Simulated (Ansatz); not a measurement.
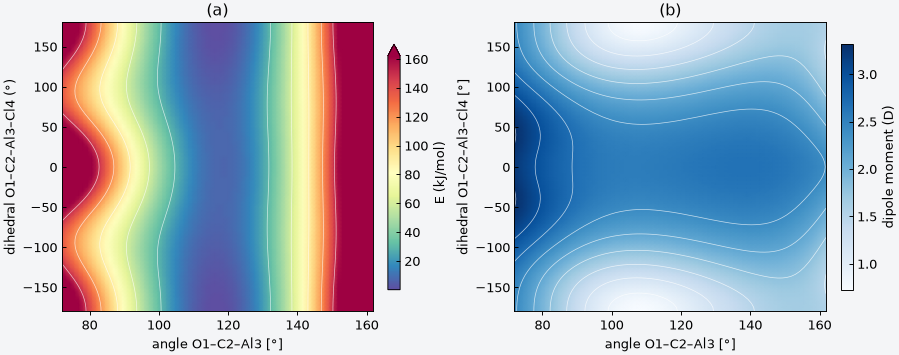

CH2AlClO, SMILES O=[CH][AlH][Cl]. The first coordinate is: angle O1–C2–Al3; the second: dihedral O1–C2–Al3–Cl4. Nothing is relaxed (all other coordinates rigid). Grid: 15 × 15 points; 121 points were computed and 104 follow by symmetry. Points are written as (first, second). All energies are given in kJ/mol relative to the lowest grid point. Theory: Ansatz 0.2.0, RKS PBE0-D4/def2-TZVP.

Panel (a) is the energy and panel (b) the computed dipole moment on the same grid.

The picture shows a smooth colour map with a few white contour lines, one colour for all values above the top of the scale. Between grid points the surface is interpolated.

Q: How does the dipole moment vary over the map, and what is it at the lowest grid point?

A: Leaving out the highest fifth of the energies, it runs from 0.74 D at (110.4°, −180°) to 3.06 D at (71.9°, −84°). At the lowest grid point, (116.9°, −180°), it is 0.85 D.
